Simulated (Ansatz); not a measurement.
C3H9ClSi (SMILES [SiH3]CCCCl)

The calculation's input:

```
crystal:
  periodic: [false, false, false]
  atoms:
    - {symbol: Si, position_ang: [-1.773684, 0.781864, 1.003694]}
    - {symbol: C, position_ang: [-0.264460, 0.651039, -0.102973]}
    - {symbol: C, position_ang: [0.490998, -0.662629, 0.049126]}
    - {symbol: C, position_ang: [1.709147, -0.780798, -0.840277]}
    - {symbol: Cl, position_ang: [1.276527, -0.791179, -2.574807]}
    - {symbol: H, position_ang: [-1.378361, 0.666627, 2.435146]}
    - {symbol: H, position_ang: [-2.458531, 2.086952, 0.804726]}
    - {symbol: H, position_ang: [-2.733480, -0.314535, 0.699717]}
    - {symbol: H, position_ang: [-0.587221, 0.775659, -1.141690]}
    - {symbol: H, position_ang: [0.399238, 1.495918, 0.115764]}
    - {symbol: H, position_ang: [-0.172849, -1.510385, -0.147815]}
    - {symbol: H, position_ang: [0.840960, -0.777314, 1.082711]}
    - {symbol: H, position_ang: [2.390327, 0.059024, -0.698776]}
    - {symbol: H, position_ang: [2.248089, -1.709543, -0.655845]}
basis:
  gaussian: {orbitals: def2-TZVPP}
hamiltonian: {xc: pbe0, dispersion: d4}
output: {orbitals: {seedname: orbitals}}
```

Command:

```sh
ansatz run in.yaml --threads 4 --pin off --events-out ev --progress --plain --max-ram 10444MiB
```

Geometry: PBE0-D4/def2-TZVP.

These are results of RKS PBE0-D4/def2-TZVPP in Ansatz 0.2.0, not measurements.

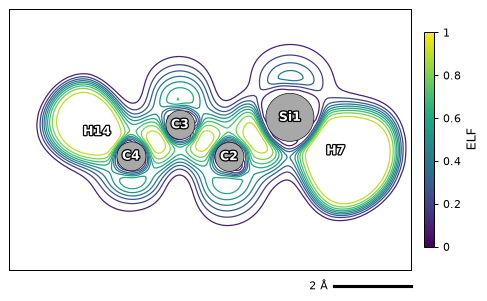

Figure 1. Electron localisation function on the plane of atoms C2, Si1 and H7. Grey discs cover the atomic cores.

Q: Read the bonding off the picture.

A: The plane passes through Si, C and H nuclei.
C–C (1.51 Å): the ELF peaks at about 0.95 between the atoms: a covalent bond.
C–Si (1.88 Å): the ELF peaks at about 0.95 between the atoms: a shared electron pair.
C–H (1.09 Å): the ELF climbs to about 1 towards the hydrogen, as it does in any bond to H: a covalent bond by its length.
Si–H (1.49 Å): the ELF climbs to about 1 towards the hydrogen.

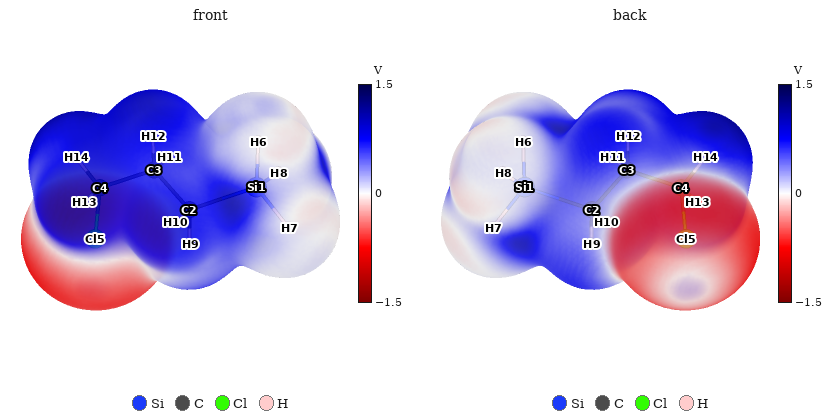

Figure 2. The electrostatic potential painted on the density surface at 0.002 e/bohr³, seen from the front and from behind; red is negative and blue positive.

Q: Where is the surface potential most negative and most positive?

A: The most negative region (about −0.7 V) lies over Cl5, the most positive (about +1.1 V) over Si1, H13 and H14.
